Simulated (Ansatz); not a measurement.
# ZrP: pressure series

Consider ZrP (space group P6_3/mmc, No. 194; a cell from a computed database, its experimental status unchecked).

Space group P6₃/mmc (No. 194); a = b = 3.6618 Å, c = 12.4836 Å, α = β = 90.00°, γ = 120.00°

```
atom  site  symmetry       x       y       z
----  ----  --------  ------  ------  ------
Zr      4f       3m.  0.3333  0.6667  0.1158
P       2d      -6m2  0.6667  0.3333  0.2500
P       2a      -3m.  0.0000  0.0000  0.0000
```

Cell and atoms are relaxed at each pressure.

The values are results of PBEsol (Ansatz, an electronic-structure program; PAW; 420 eV plane waves; no spin-orbit coupling), not measurements.

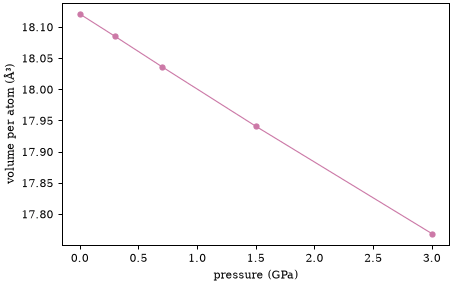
Fig. 1. Volume per atom against pressure

| pressure (GPa) | volume per atom |
|---|---|
| 0.3 | 18.08 Å³ |
| 0.7 | 18.04 Å³ |
| 1.5 | 17.94 Å³ |
| 3 | 17.77 Å³ |

Load acts through the strain it causes; cell and atoms are relaxed under it. No phonon test of stability was made. The final runs are not spin-polarised.
